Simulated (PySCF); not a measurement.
# C₅H₁₄Si₃: excited states

What do calculations give for the excited states of C₅H₁₄Si₃ (`[SiH3]/C=C/[SiH2][SiH2]C1CC1`)?

Computed with PySCF 2.14.0 and routines of our own; the level stands in each step. Atoms count from 0.

1 further run of the same task is left out (it didn't finish).

## Step 1: The system as given

22 atoms, charge 0, multiplicity 1; geometry from: GFN2-xTB.

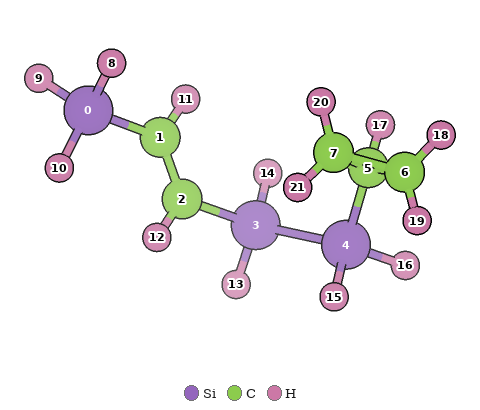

The starting geometry (silicon purple, carbon green, hydrogen pink).

## Step 2: Excited states: TDA PBE0/def2-SVP

What the job is given:

```
{"job": {"kind": "states", "xc": "PBE0", "basis": "def2-SVP", "tda": true, "soc": true, "nstates": 6, "ntriplets": 5, "nquad": 4}, "charge": 0, "multiplicity": 1}
Si     3.511517     1.402468    -0.162175
C      2.351873    -0.013049     0.268940
C      1.708994    -0.785138    -0.605670
Si     0.509558    -2.169199    -0.163439
Si    -1.681689    -1.480372    -0.463876
C     -2.054139     0.011410     0.629535
C     -3.143704     0.976745     0.260634
C     -1.714821     1.391323     0.142272
H      2.979293     2.648860     0.398991
H      4.835257     1.141980     0.412383
H      3.615983     1.519969    -1.617819
H      2.200934    -0.215310     1.324662
H      1.856930    -0.587311    -1.662618
H      0.845182    -3.318928    -1.016759
H      0.799608    -2.577558     1.219231
H     -1.976370    -1.075017    -1.848564
H     -2.672641    -2.518574    -0.135429
H     -1.920679    -0.141400     1.695091
H     -3.742163     1.407491     1.050514
H     -3.698531     0.795483    -0.647742
H     -1.325437     2.109967     0.848965
H     -1.295365     1.495547    -0.847884
```

Method: TDA PBE0/def2-SVP excited states, vertical, gas phase, spin-orbit mean-field couplings.

Command:

```sh
> OMP_NUM_THREADS=1 python excited_run.py task.json out
```

This one command runs all jobs of the session in turn.

Standard output:

```text
coarse grid: 18984 points
cycle   1  E = -1066.1630163511  dE =  5.115e-01  |g| = 3.963e-01  |ddm| = 4.514e+00
cycle   2  E = -1066.1445854598  dE =  1.843e-02  |g| = 4.731e-01  |ddm| = 9.183e-01
cycle   3  E = -1066.2084080966  dE = -6.382e-02  |g| = 3.589e-02  |ddm| = 5.434e-01
cycle   4  E = -1066.2087460503  dE = -3.380e-04  |g| = 1.532e-02  |ddm| = 5.837e-02
cycle   5  E = -1066.2088010615  dE = -5.501e-05  |g| = 6.793e-03  |ddm| = 2.169e-02
cycle   6  E = -1066.2088125858  dE = -1.152e-05  |g| = 1.773e-03  |ddm| = 7.747e-03
cycle   7  E = -1066.2088134099  dE = -8.240e-07  |g| = 4.848e-04  |ddm| = 2.047e-03
final grid: 167032 points
cycle   8  E = -1066.3448882096  dE = -2.465e-05  |g| = 7.777e-03  |ddm| = 3.032e-02
cycle   9  E = -1066.3448776953  dE =  1.051e-05  |g| = 9.917e-03  |ddm| = 1.768e-02
cycle  10  E = -1066.3449050652  dE = -2.737e-05  |g| = 5.338e-04  |ddm| = 1.034e-02
cycle  11  E = -1066.3449051327  dE = -6.749e-08  |g| = 2.546e-04  |ddm| = 7.806e-04
cycle  12  E = -1066.3449051494  dE = -1.668e-08  |g| = 6.601e-05  |ddm| = 2.907e-04
cycle  13  E = -1066.3449051505  dE = -1.179e-09  |g| = 2.091e-05  |ddm| = 8.165e-05
cycle  14  E = -1066.3449051506  dE = -1.064e-10  |g| = 3.968e-06  |ddm| = 2.517e-05
converged SCF energy = -1066.3449051506

Singlet excitations
state   eV       nm        f     d(h-e)  d(exc)  Lambda  PR(NTO)  |dmu|/D   mu/D   main configurations
  1   5.7942   214.0   0.10249   0.601   3.192   0.648   1.061    1.907    2.261   H-1->L 0.49, H->L 0.34
  2   6.1802   200.6   0.21459   1.487   3.853   0.650   1.038    5.325    5.644   H->L 0.51, H-1->L 0.22, H-3->L 0.21
  3   6.6153   187.4   0.04525   3.408   4.593   0.526   1.028   12.484   12.916   H-2->L 0.70, H-3->L 0.15, H-1->L 0.12
  4   6.8373   181.3   0.03808   0.935   3.609   0.555   1.187    3.247    3.621   H->L+1 0.83
  5   6.8796   180.2   0.03448   0.903   3.822   0.601   1.504                     H->L+2 0.68, H-3->L 0.11, H->L+1 0.08
  6   7.1412   173.6   0.29710   1.608   3.898   0.545   1.621                     H-3->L 0.38, H->L+2 0.18, H-2->L 0.12

Triplet excitations (Tamm-Dancoff)
state   eV     d(h-e)  d(exc)  Lambda  PR(NTO)   main configurations
  1   4.0291   0.046   2.454   0.651   1.013   H->L 0.61, H-2->L 0.11, H-1->L 0.09
  2   5.1276   0.151   2.910   0.626   1.023   H-1->L 0.68, H->L 0.11, H-3->L 0.11
  3   5.9309   0.971   3.411   0.583   1.445   H-3->L 0.32, H->L+2 0.28, H->L 0.18
  4   6.0549   0.559   3.130   0.558   1.022   H->L+1 0.87
  5   6.4094   1.549   3.945   0.581   1.839   H->L+2 0.48, H-2->L 0.29
S1 - T1 = 1.7652 eV

Spin-orbit couplings |<S|Hso|T>| (cm-1)
             T1       T2       T3       T4       T5
S0        0.925    2.653    1.886    3.321    3.925
S1        3.015    3.122   20.239    5.257   13.507
S2        4.789   19.537    5.911    9.518    4.147
S3        6.808    8.120   17.249    1.664    6.896
S4        3.546    5.424    9.310    6.753   12.649
S5        4.773    5.609    8.899   10.258    4.910
S6        5.231    9.051   13.618    5.336    7.397
T1 sublevels (cm-1): 0.000 0.001 0.003   radiative rates (1/s): 4.92 1.71 0.944
```

Run time: 53 s. Hardware: 1 thread of Arm Neoverse V2, shared host; peak memory 0.83 GiB.

In short:

```
  quantity    value
S1 less T1  1.77 eV
```

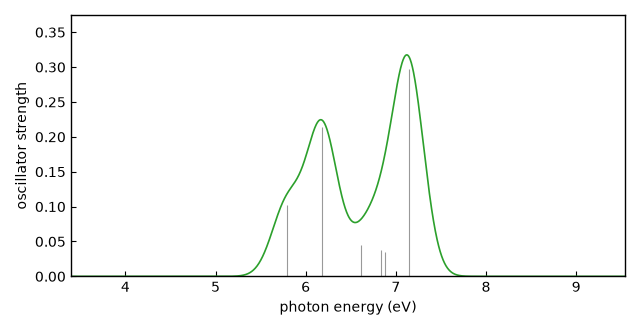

Absorption lines of the singlets. Lines are broadened to a width of 0.40 eV (Gaussian).

Orbitals, density, ELF and potential are computed afterwards from the orbital file.

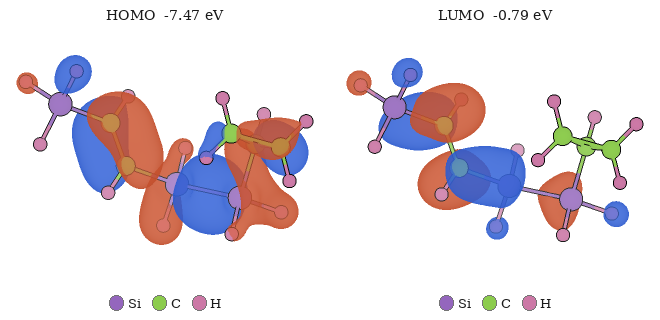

PBE0/def2-SVP orbitals near the gap, drawn at the value that encloses 70 % of each; the two colours are the two signs.

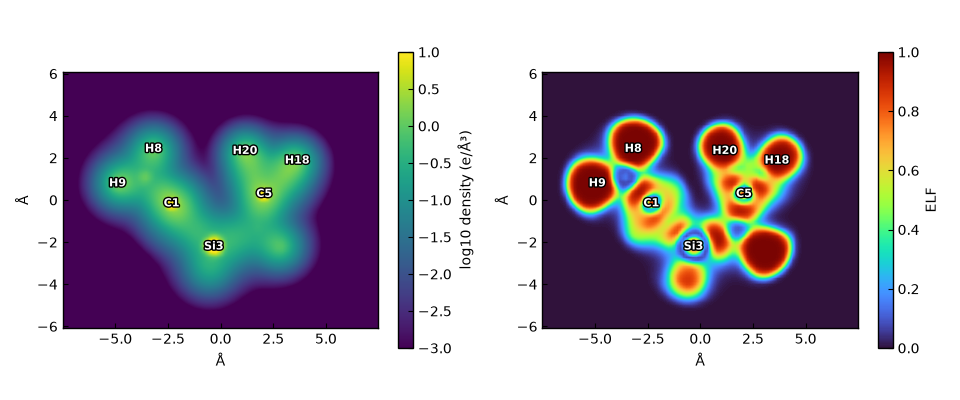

Density (left) and ELF (right) in a plane through or near 7 of the atoms.

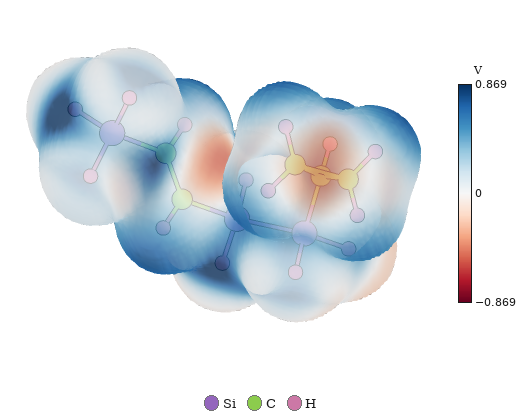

Electrostatic potential on the surface of density 0.002 e/bohr³; red is low, blue high. It runs, from the 1st to the 99th percentile, from -0.40 V near C1 to 0.87 V near H8.

## Step 3: Excited states: TDA PBE0/aug-pcseg-0

The job, as its differences from that of step 2:

```diff
@@ -1,2 +1,2 @@
-{"job": {"kind": "states", "xc": "PBE0", "basis": "def2-SVP", "tda": true, "soc": true, "nstates": 6, "ntriplets": 5, "nquad": 4}, "charge": 0, "multiplicity": 1}
+{"job": {"kind": "states", "xc": "PBE0", "basis": "aug-pcseg-0", "tda": true, "soc": true, "nstates": 2, "ntriplets": 5, "nquad": 4}, "charge": 0, "multiplicity": 1}
 Si     3.511517     1.402468    -0.162175
```

With the program's defaults for keys left out, this is: TDA PBE0/aug-pcseg-0 excited states, vertical, gas phase, spin-orbit mean-field couplings.

Standard output:

```text
coarse grid: 18984 points
cycle   1  E = -1065.0594097597  dE =  5.346e-01  |g| = 3.205e-01  |ddm| = 4.441e+01
cycle   2  E = -1065.0552207137  dE =  4.189e-03  |g| = 3.447e-01  |ddm| = 8.982e+00
cycle   3  E = -1065.0890081037  dE = -3.379e-02  |g| = 3.375e-02  |ddm| = 3.307e+00
cycle   4  E = -1065.0893033018  dE = -2.952e-04  |g| = 1.226e-02  |ddm| = 5.013e-01
cycle   5  E = -1065.0893432078  dE = -3.991e-05  |g| = 4.548e-03  |ddm| = 3.403e-01
cycle   6  E = -1065.0893482327  dE = -5.025e-06  |g| = 1.281e-03  |ddm| = 4.057e-02
final grid: 167032 points
cycle   7  E = -1065.1714842370  dE = -2.182e-05  |g| = 5.615e-03  |ddm| = 8.840e-01
cycle   8  E = -1065.1714787347  dE =  5.502e-06  |g| = 7.166e-03  |ddm| = 9.589e-02
cycle   9  E = -1065.1714928021  dE = -1.407e-05  |g| = 8.893e-04  |ddm| = 6.080e-02
cycle  10  E = -1065.1714930078  dE = -2.057e-07  |g| = 1.627e-04  |ddm| = 4.826e-03
cycle  11  E = -1065.1714930152  dE = -7.338e-09  |g| = 5.043e-05  |ddm| = 2.452e-03
cycle  12  E = -1065.1714930159  dE = -6.958e-10  |g| = 1.428e-05  |ddm| = 9.864e-04
converged SCF energy = -1065.1714930159

Singlet excitations
state   eV       nm        f     d(h-e)  d(exc)  Lambda  PR(NTO)  |dmu|/D   mu/D   main configurations
  1   6.0800   203.9   0.11137   0.512   3.313   0.616   1.081    1.667    2.000   H-1->L 0.54, H->L 0.26, H-3->L 0.10
  2   6.4104   193.4   0.27257   1.031   3.945   0.650   1.103    3.779    4.084   H->L 0.55, H-3->L 0.19, H-1->L 0.14

Triplet excitations (Tamm-Dancoff)
state   eV     d(h-e)  d(exc)  Lambda  PR(NTO)   main configurations
  1   4.1692   0.024   2.500   0.676   1.012   H->L 0.69, H-2->L 0.09
  2   5.5487   0.126   3.010   0.582   1.016   H-1->L 0.69, H-3->L 0.16
  3   6.2687   0.394   3.802   0.463   1.487   H->L+1 0.39, H-3->L 0.15, H->L 0.12
  4   6.4431   0.671   4.028   0.434   1.527   H->L+2 0.35, H->L+1 0.28, H-3->L 0.11
  5   6.5626   0.459   3.924   0.423   1.404   H->L+2 0.24, H->L+3 0.14, H-3->L 0.14
S1 - T1 = 1.9108 eV

Spin-orbit couplings |<S|Hso|T>| (cm-1)
             T1       T2       T3       T4       T5
S0        1.054    2.991    5.344    5.754    6.544
S1        2.746    3.846   16.855   11.743   14.195
S2        4.771   20.171    5.091    9.470   11.054
T1 sublevels (cm-1): 0.000 0.001 0.002   radiative rates (1/s): 0.319 0.658 1.83
```

Wall time 28 s (1 thread of Arm Neoverse V2, shared host); peak memory 0.8 GiB.

From this job:

```
  quantity    value
S1 less T1  1.91 eV
```

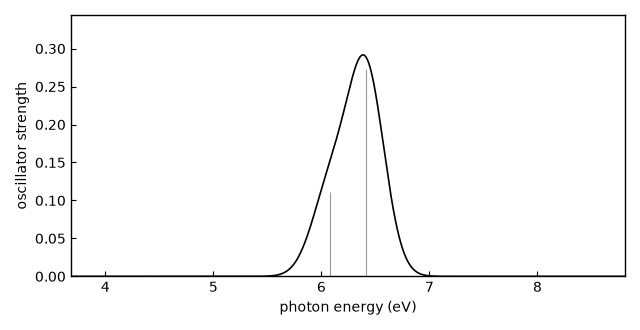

Absorption lines of the singlets. Lines are broadened to a width of 0.40 eV (Gaussian).

## Step 4: Excited states: TDA B3LYP/def2-SVP

The job, as its differences from that of step 3:

```diff
@@ -1,2 +1,2 @@
-{"job": {"kind": "states", "xc": "PBE0", "basis": "aug-pcseg-0", "tda": true, "soc": true, "nstates": 2, "ntriplets": 5, "nquad": 4}, "charge": 0, "multiplicity": 1}
+{"job": {"kind": "states", "xc": "B3LYP", "basis": "def2-SVP", "tda": true, "soc": true, "nstates": 6, "ntriplets": 5, "nquad": 4, "scf": {"conv": 0.001, "guess": "random", "max_cycle": 69}}, "charge": 0, "multiplicity": 1}
 Si     3.511517     1.402468    -0.162175
```

With the program's defaults for keys left out, this is: TDA B3LYP/def2-SVP excited states, vertical, gas phase, spin-orbit mean-field couplings.

Standard output:

```text
start from random orthonormal orbitals
final grid: 167032 points
cycle   1  E = -965.1848414766  dE = -6.102e+02  |g| = 9.366e+00  |ddm| = 3.908e+02
cycle   2  E = -416.9248232680  dE =  5.483e+02  |g| = 2.546e+01  |ddm| = 1.733e+02
cycle   3  E = -811.9901643507  dE = -3.951e+02  |g| = 1.659e+01  |ddm| = 9.791e+01
cycle   4  E = -1015.9488947563  dE = -2.040e+02  |g| = 9.043e+00  |ddm| = 1.714e+02
cycle   5  E = -1060.0270233388  dE = -4.408e+01  |g| = 3.208e+00  |ddm| = 4.064e+01
cycle   6  E = -1063.7838544839  dE = -3.757e+00  |g| = 2.835e+00  |ddm| = 3.681e+01
cycle   7  E = -1066.8981026671  dE = -3.114e+00  |g| = 5.570e-01  |ddm| = 5.287e+00
cycle   8  E = -1066.9447593309  dE = -4.666e-02  |g| = 4.854e-01  |ddm| = 1.510e+00
cycle   9  E = -1067.0123854819  dE = -6.763e-02  |g| = 1.279e-01  |ddm| = 5.906e-01
cycle  10  E = -1067.0165844004  dE = -4.199e-03  |g| = 7.238e-02  |ddm| = 2.411e-01
cycle  11  E = -1067.0178605061  dE = -1.276e-03  |g| = 2.060e-02  |ddm| = 8.170e-02
cycle  12  E = -1067.0179702458  dE = -1.097e-04  |g| = 7.205e-03  |ddm| = 3.075e-02
converged SCF energy = -1067.0179702458

Singlet excitations
state   eV       nm        f     d(h-e)  d(exc)  Lambda  PR(NTO)  |dmu|/D   mu/D   main configurations
  1   5.7488   215.7   0.12638   0.922   3.371   0.661   1.062    2.998    3.315   H-1->L 0.44, H->L 0.42
  2   6.0867   203.7   0.13652   1.540   3.888   0.632   1.031    5.564    5.914   H->L 0.38, H-1->L 0.27, H-3->L 0.26
  3   6.4254   193.0   0.04591   3.422   4.598   0.517   1.013   12.530   12.947   H-2->L 0.64, H-3->L 0.23, H-1->L 0.09
  4   6.7257   184.3   0.05979   0.993   3.709   0.556   1.257    3.365    3.666   H->L+1 0.66, H->L+2 0.20
  5   6.7476   183.7   0.02586   1.123   3.826   0.579   1.452                     H->L+2 0.51, H->L+1 0.28, H-3->L 0.08
  6   7.0059   177.0   0.28013   1.726   3.968   0.543   1.693                     H-3->L 0.28, H->L+2 0.22, H-5->L 0.13

Triplet excitations (Tamm-Dancoff)
state   eV     d(h-e)  d(exc)  Lambda  PR(NTO)   main configurations
  1   4.1119   0.068   2.494   0.665   1.011   H->L 0.66, H-2->L 0.10, H-1->L 0.09
  2   5.1694   0.197   2.955   0.628   1.019   H-1->L 0.69, H-3->L 0.12, H->L 0.10
  3   5.9170   1.362   3.623   0.568   1.378   H-3->L 0.38, H->L+2 0.19, H->L 0.17
  4   6.0839   0.668   3.220   0.550   1.023   H->L+1 0.88
  5   6.3004   2.672   4.350   0.538   1.643   H-2->L 0.59, H->L+2 0.22, H-1->L 0.10
S1 - T1 = 1.6369 eV

Spin-orbit couplings |<S|Hso|T>| (cm-1)
             T1       T2       T3       T4       T5
S0        0.959    2.652    1.584    3.411    7.390
S1        2.789    4.990   21.104    6.294   13.826
S2        6.026   19.639    8.605    8.435    8.771
S3        6.468    6.722   15.759    1.675    4.140
S4        4.338    5.292    7.201    8.082    8.270
S5        4.626    4.665    8.682    9.150    5.218
S6        5.687    8.169   14.019    5.963    7.154
T1 sublevels (cm-1): 0.000 0.001 0.003   radiative rates (1/s): 3.84 3.09 2.17
```

It took 47 s on 1 thread of Arm Neoverse V2, shared host; peak memory 0.95 GiB.

It converged, yet the result is unsound: the SCF threshold of 0.001 Eh is far too loose.

## Step 5: Excited states: PBE0/6-311G** in carbondisulfide

The job, as its differences from that of step 4:

```diff
@@ -1,2 +1,2 @@
-{"job": {"kind": "states", "xc": "B3LYP", "basis": "def2-SVP", "tda": true, "soc": true, "nstates": 6, "ntriplets": 5, "nquad": 4, "scf": {"conv": 0.001, "guess": "random", "max_cycle": 69}}, "charge": 0, "multiplicity": 1}
+{"job": {"kind": "states", "xc": "PBE0", "basis": "6-311G**", "tda": true, "soc": true, "nstates": 6, "ntriplets": 5, "nquad": 4, "solvent": "carbondisulfide"}, "charge": 0, "multiplicity": 1}
 Si     3.511517     1.402468    -0.162175
```

Method: PBE0/6-311G**.

Standard output:

```text
KeyError: 'carbondisulfide'
```

It took 0.02 s on 1 thread of Arm Neoverse V2, shared host.

Why it failed: The input was refused with the message shown. The remedy is to check the setting that the message names.

## Step 6: Excited states: TDA PBE0/aug-pcseg-0

The job, as its differences from that of step 5:

```diff
@@ -1,2 +1,2 @@
-{"job": {"kind": "states", "xc": "PBE0", "basis": "6-311G**", "tda": true, "soc": true, "nstates": 6, "ntriplets": 5, "nquad": 4, "solvent": "carbondisulfide"}, "charge": 0, "multiplicity": 1}
+{"job": {"kind": "states", "xc": "PBE0", "basis": "aug-pcseg-0", "tda": true, "soc": true, "nstates": 4, "ntriplets": 5, "nquad": 4}, "charge": 0, "multiplicity": 1}
 Si     3.511517     1.402468    -0.162175
```

Level: TDA PBE0/aug-pcseg-0 excited states, vertical, gas phase, spin-orbit mean-field couplings.

Standard output:

```text
coarse grid: 18984 points
cycle   1  E = -1065.0594097597  dE =  5.346e-01  |g| = 3.205e-01  |ddm| = 4.441e+01
cycle   2  E = -1065.0552207137  dE =  4.189e-03  |g| = 3.447e-01  |ddm| = 8.982e+00
cycle   3  E = -1065.0890081037  dE = -3.379e-02  |g| = 3.375e-02  |ddm| = 3.307e+00
cycle   4  E = -1065.0893033018  dE = -2.952e-04  |g| = 1.226e-02  |ddm| = 5.013e-01
cycle   5  E = -1065.0893432078  dE = -3.991e-05  |g| = 4.548e-03  |ddm| = 3.403e-01
cycle   6  E = -1065.0893482327  dE = -5.025e-06  |g| = 1.281e-03  |ddm| = 4.057e-02
final grid: 167032 points
cycle   7  E = -1065.1714842370  dE = -2.182e-05  |g| = 5.615e-03  |ddm| = 8.840e-01
cycle   8  E = -1065.1714787347  dE =  5.502e-06  |g| = 7.166e-03  |ddm| = 9.589e-02
cycle   9  E = -1065.1714928021  dE = -1.407e-05  |g| = 8.893e-04  |ddm| = 6.080e-02
cycle  10  E = -1065.1714930078  dE = -2.057e-07  |g| = 1.627e-04  |ddm| = 4.826e-03
cycle  11  E = -1065.1714930152  dE = -7.338e-09  |g| = 5.043e-05  |ddm| = 2.452e-03
cycle  12  E = -1065.1714930159  dE = -6.958e-10  |g| = 1.428e-05  |ddm| = 9.864e-04
converged SCF energy = -1065.1714930159

Singlet excitations
state   eV       nm        f     d(h-e)  d(exc)  Lambda  PR(NTO)  |dmu|/D   mu/D   main configurations
  1   6.0800   203.9   0.11132   0.512   3.314   0.616   1.081    1.668    2.000   H-1->L 0.54, H->L 0.26, H-3->L 0.10
  2   6.4104   193.4   0.27270   1.031   3.945   0.650   1.103    3.779    4.084   H->L 0.55, H-3->L 0.19, H-1->L 0.14
  3   6.6075   187.6   0.03185   0.718   4.311   0.422   1.117    3.010    3.179   H->L+1 0.85
  4   6.8698   180.5   0.06244   2.717   4.633   0.494   1.281    9.842   10.263   H-2->L 0.57, H-3->L 0.15, H-1->L 0.13

Triplet excitations (Tamm-Dancoff)
state   eV     d(h-e)  d(exc)  Lambda  PR(NTO)   main configurations
  1   4.1692   0.024   2.500   0.676   1.012   H->L 0.69, H-2->L 0.09
  2   5.5487   0.126   3.010   0.582   1.016   H-1->L 0.69, H-3->L 0.16
  3   6.2687   0.394   3.802   0.463   1.487   H->L+1 0.39, H-3->L 0.15, H->L 0.12
  4   6.4431   0.671   4.028   0.434   1.527   H->L+2 0.35, H->L+1 0.28, H-3->L 0.11
  5   6.5626   0.459   3.924   0.423   1.404   H->L+2 0.24, H->L+3 0.14, H-3->L 0.14
S1 - T1 = 1.9108 eV

Spin-orbit couplings |<S|Hso|T>| (cm-1)
             T1       T2       T3       T4       T5
S0        1.054    2.991    5.344    5.754    6.544
S1        2.746    3.846   16.854   11.744   14.195
S2        4.770   20.172    5.090    9.470   11.056
S3        2.505    6.147    5.047    3.270    5.530
S4        6.866    8.754   16.547    7.846    7.286
T1 sublevels (cm-1): 0.000 0.001 0.002   radiative rates (1/s): 0.576 0.37 0.173
```

Wall time 30 s (1 thread of Arm Neoverse V2, shared host); peak memory 0.8 GiB.

In short:

```
  quantity    value
S1 less T1  1.91 eV
```

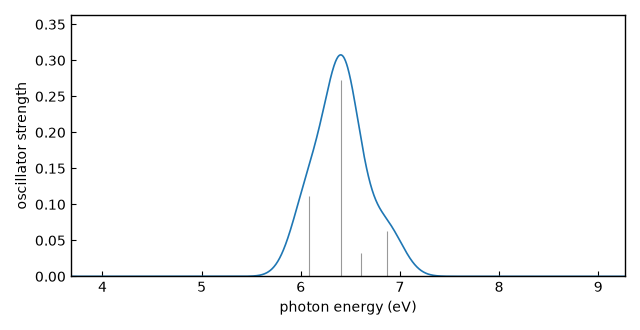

Absorption lines of the singlets. Lines are broadened to a width of 0.40 eV (Gaussian).

## Step 7: What came out

```
                                 quantity                               value
   S1 less T1 (step 2, TDA PBE0/def2-SVP)                             1.77 eV
    surface potential, 1st and 99th percentile                  -0.40 V and 0.87 V
S1 less T1 (step 3, TDA PBE0/aug-pcseg-0)                             1.91 eV
S1 less T1 (step 6, TDA PBE0/aug-pcseg-0)                             1.91 eV
                                     runs  1 failed, 1 ended on unsound input
```

What this shows: In step 2, the number of triplets below S1 is 2, and the largest singlet-triplet spin-orbit coupling is S1–T3, 20.24 cm⁻¹. By nearest atom (PBE0/def2-SVP), the HOMO sits on C1 19 %; Si3, Si4 about 14 % each and the LUMO on C1, C2 about 28 % each; Si3 7 %. In steps 3, 6, the number of triplets below S1 is 2, and the largest singlet-triplet spin-orbit coupling is S2–T2, 20.17 cm⁻¹.
